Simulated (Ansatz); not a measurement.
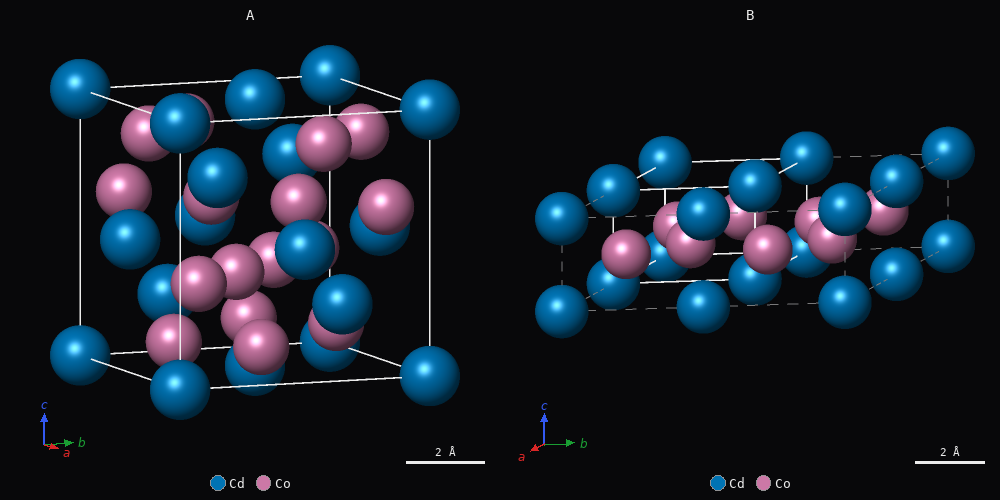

Two structures of CdCo₂, each relaxed to rest (conventional cells in solid outline, small ones repeated, not to one scale). Method: DFT PBE, scalar-relativistic, plane waves, PAW in Ansatz, with collinear spins.

> What are the two structures?

A: cubic Laves phase (C15, MgCu₂ type), Fd-3m. B: AlB₂ type, P6/mmm.

> Which polymorph is favoured?

A is lower, by 122 meV/atom at this level of theory (energies at zero smearing). Volumes: A 14.0, B 14.0 Å³/atom.

One or both may be structure types tried for this composition rather than known phases.
